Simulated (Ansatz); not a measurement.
# WC (Fm-3m): relaxations under a series of pressures, by script

Aim: relaxations under a series of pressures, for WC (Fm-3m), run from a script.

Program: Ansatz 0.2.0 through its Python package. Level of theory: DFT PBEsol, plane waves, PAW. These are calculated values, not measurements.

## (1) Starting point

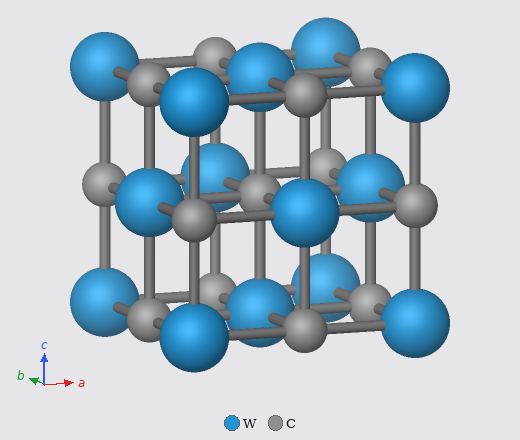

The starting structure, viewed slightly off an axis; tungsten blue, carbon grey. The cell is the conventional one. Atoms on cell faces are repeated.

No structure file is read: the coordinates are typed or built in the script.

## (2) Script

Input file compress_wc.py:

```python
# -*- coding: utf-8 -*-
from dataclasses import dataclass
import logging
import sys

import ansatz as az
from ase import Atoms
import numpy as np

logging.basicConfig(stream=sys.stdout, format="%(name)s: %(message)s")
logger = logging.getLogger("wc")
logger.setLevel(logging.INFO)


@dataclass(frozen=True)
class RunConfig:
    xc: str = "pbesol"
    filling: str = "Fermi-Dirac"
    smearing_width: float = 0.1
    kmesh: tuple[int, ...] = (10, 10, 10)
    ecut: int = 510


opts = RunConfig()

def edges_and_angles(cell):
    cell = np.asarray(cell)
    a, b, c = np.linalg.norm(cell, axis=1)
    cosines = cell[1] @ cell[2] / (b * c), cell[0] @ cell[2] / (a * c), cell[0] @ cell[1] / (a * b)
    return (a, b, c, *np.degrees(np.arccos(cosines)))

atoms = Atoms(
    ["W", "C"],
    scaled_positions=[
        (0.0, 0.0, 0.0),
        (0.5, 0.5, 0.5),
    ],
    cell=[
        (0.0, 2.19268, 2.19268),
        (2.19268, 0.0, 2.19268),
        (2.19268, 2.19268, 0.0),
    ],
    pbc=True,
)
system = az.Crystal.from_ase(atoms)

calc = (
    system.calculation()
    .functional(opts.xc)
    .occupations(opts.filling, width=opts.smearing_width)
    .kpoints(mesh=opts.kmesh)
    .basis(opts.ecut)
)

rows = []
for pressure in [0, 10, 20, 30, 40]:
    done = calc.relax(cell=True, pressure=pressure).run(threads=1, pin="off")
    cell = done.lattice.cell_ang
    n_atoms = len(done.lattice.sites)
    volume = abs(np.linalg.det(cell)) / n_atoms
    enthalpy = done.report["free_energy_ev"] / n_atoms + pressure * volume / 160.21766
    rows.append((pressure, volume, enthalpy, *edges_and_angles(cell)))
    logger.info(f"{pressure} GPa done: {volume:.4f} A^3/atom")

logger.info(" P (GPa)  V (A^3/atom)  H (eV/atom)     a       b       c")
for row in rows:
    logger.info("{:8.1f} {:12.4f} {:14.5f} {:7.4f} {:7.4f} {:7.4f}".format(*row[:6]))
p, v = np.array([row[0] for row in rows], float), np.array([row[1] for row in rows])
print("mean bulk modulus between rows (GPa):", np.round(-np.diff(p) / np.diff(np.log(v)), 1))
```

## (3) What the engine is handed

The engine receives this input (first run):

```yaml
crystal:
  lattice:
    - [0.0, 2.19268, 2.19268]
    - [2.19268, 0.0, 2.19268]
    - [2.19268, 2.19268, 0.0]
  atoms:
    - { symbol: W, position: [0.0, 0.0, 0.0] }
    - { symbol: C, position: [0.5, 0.5, 0.5] }
basis:
  ecutwfc: 510.0
kpoints:
  mp_grid:
    grid: [10, 10, 10]
hamiltonian:
  xc: pbesol
scf:
  occupations:
    method: fermi_dirac
    width: 0.1
relax:
  cell:
    p_target: 0.0
```

## (4) The run

Launch:

```sh
> python compress_wc.py
```

What it wrote:

```text
wc: 0 GPa done: 10.2541 A^3/atom
wc: 10 GPa done: 10.0083 A^3/atom
wc: 20 GPa done: 9.7884 A^3/atom
wc: 30 GPa done: 9.5919 A^3/atom
wc: 40 GPa done: 9.4143 A^3/atom
wc:  P (GPa)  V (A^3/atom)  H (eV/atom)     a       b       c
wc:      0.0      10.2541    -5251.42893  3.0724  3.0724  3.0724
wc:     10.0      10.0083    -5250.79679  3.0477  3.0477  3.0477
wc:     20.0       9.7884    -5250.17914  3.0252  3.0252  3.0252
wc:     30.0       9.5919    -5249.57442  3.0048  3.0048  3.0048
wc:     40.0       9.4143    -5248.98138  2.9861  2.9861  2.9861
mean bulk modulus between rows (GPa): [412.3 450.1 493.1 534.9]
```

Wall time 53 s (1 thread of Arm Neoverse N1, shared host); peak memory 0.39 GiB.

Lines on the test bed's own set-up are left out of the output.

A comment line of the script is reworded here; the code is as run.

## (5) The runs side by side

The 5 runs, in the order started:

| run | pressure asked (GPa) | energy from run 1 (meV/atom) | final volume (Å³/atom) | pressure (GPa) | SCF cycles in all | CPU time (s) |
| --- | --- | --- | --- | --- | --- | --- |
| 1 | 0 | 0.00 | 10.25 | 0.00 | 32 | 9.4 |
| 2 | 10 | 7.47 | 10.01 | 9.95 | 32 | 9.3 |
| 3 | 20 | 27.90 | 9.79 | 20.01 | 38 | 11 |
| 4 | 30 | 58.47 | 9.59 | 30.01 | 38 | 12 |
| 5 | 40 | 97.19 | 9.41 | 39.98 | 32 | 9.6 |

Energies are free energies F = E - TS of the smeared occupations. 

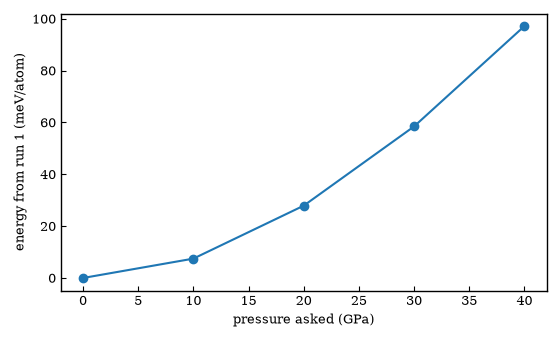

Energy against pressure asked; lines join the points.

## (6) Path of the relaxation of run 1

Relaxation path:

```csv
step,energy from step 1 (eV/cell),largest force component (eV/Å),pressure (GPa),volume (Å³)
1,0.0000,0.0000,-10.17,21.08
2,-0.0145,0.0000,5.24,20.24
3,-0.0188,0.0000,-0.24,20.52
4,-0.0188,0.0000,-0.01,20.51
5,-0.0187,0.0000,0.00,20.51
```

Step 1 is the start. Step 5 repeats the geometry before it on a plane-wave basis chosen anew for that cell, so its energy need not be comparable with the rows above.

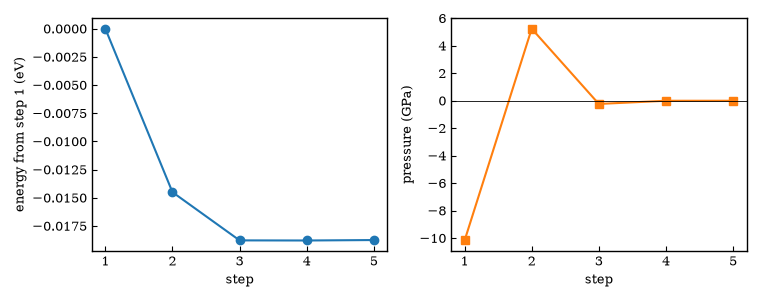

Energy and pressure along the relaxation.

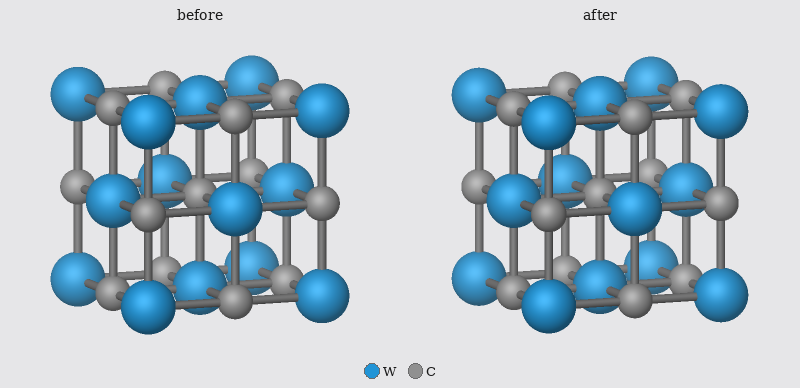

Before and after, at one scale. The change is too small to see at this scale.

Lengths and angles in the start's conventional setting:

«Before» is this run's own start.

|  | before | after | change |
| --- | --- | --- | --- |
| a (Å) | 4.385 | 4.345 | -0.9 % |
| b (Å) | 4.385 | 4.345 | -0.9 % |
| c (Å) | 4.385 | 4.345 | -0.9 % |
| volume (Å³/atom) | 10.54 | 10.25 | -2.7 % |
| shortest distance (Å) | 2.193 | 2.173 | -0.9 % |
| space group (0.01 Å) | Fm-3m | Fm-3m | same |

Forces and stress were held to the start's 48 operations: a distortion of lower symmetry was not tested.

## (7) How the relaxation of run 5 went

The steps of the relaxation:

| step | energy from step 1 (eV/cell) | largest force component (eV/Å) | pressure (GPa) | volume (Å³) |
| --- | --- | --- | --- | --- |
| 1 | 0.0000 | 0.0000 | -10.17 | 21.08 |
| 2 | 0.3900 | 0.0000 | 61.83 | 18.15 |
| 3 | 0.1469 | 0.0000 | 36.51 | 18.95 |
| 4 | 0.1754 | 0.0000 | 39.97 | 18.83 |
| 5 | 0.1756 | 0.0000 | 39.98 | 18.83 |

Step 1 is the start. Step 5 repeats the geometry before it on a plane-wave basis chosen anew for that cell, so its energy need not be comparable with the rows above.

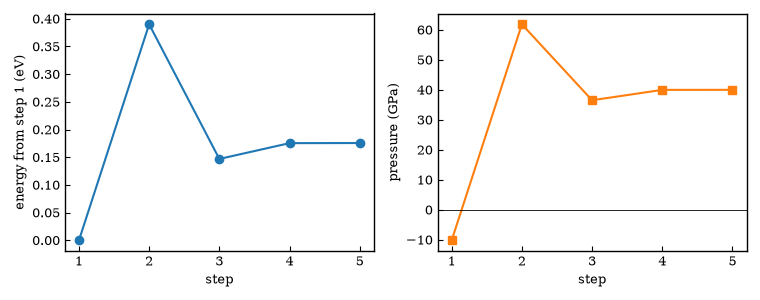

Energy and pressure along the relaxation.

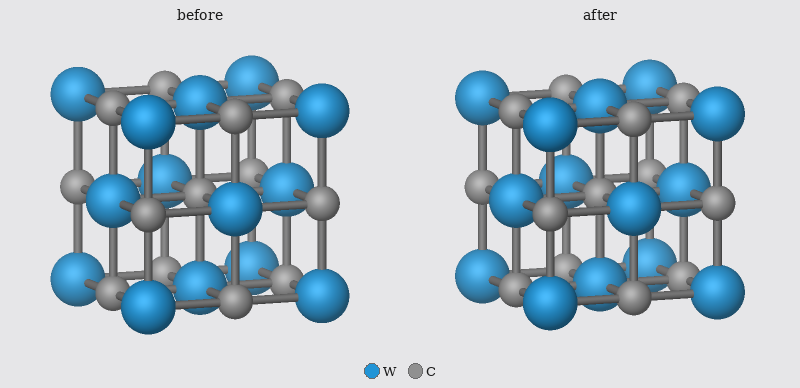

Before and after, at one scale.

Lengths and angles in the start's conventional setting:

«Before» is this run's own start.

|  | before | after | change |
| --- | --- | --- | --- |
| a (Å) | 4.385 | 4.223 | -3.7 % |
| b (Å) | 4.385 | 4.223 | -3.7 % |
| c (Å) | 4.385 | 4.223 | -3.7 % |
| volume (Å³/atom) | 10.54 | 9.41 | -10.7 % |
| shortest distance (Å) | 2.193 | 2.112 | -3.7 % |
| space group (0.01 Å) | Fm-3m | Fm-3m | same |

The run keeps the 48 symmetry operations of the start, so it could not have lowered the symmetry.

Under a set pressure the enthalpy E + pV is minimised, so E itself may rise.

## (8) Outcome

```
                                   quantity               value
bulk modulus between neighbouring pressures  412.3 to 534.9 GPa
                              runs compared                   5
                            range of energy      97.19 meV/atom
```

**Reading.** The crystal stiffens as it is compressed. The volume falls from 10.25 Å³ an atom at 0 GPa to 9.41 at 40 GPa, by 8.2 %. Between 0 and 10 GPa, -V dP/dV is about 412 GPa, a mean over that step. In run 1, over 3 moves the cell shrank by 2.7 % in volume, and the space group stayed Fm-3m. In run 5, over 3 moves the cell shrank by 10.7 % in volume under the 40 GPa asked, and the space group stayed Fm-3m. Notes:
- At a fixed pressure a relaxation lowers the enthalpy F + PV, while F alone can rise.
- For a metal this k-point mesh is coarse: on a finer one energies can move by several to tens of meV an atom and pressures by half a GPa or more, differences at one mesh by less.
- Spin-orbit coupling, which matters for elements this heavy, is left out.
- This cell is a computed structure, which may not be the phase found in nature.
- Symmetry holds the cell in this phase, so another phase that may be stable under pressure is not reached.
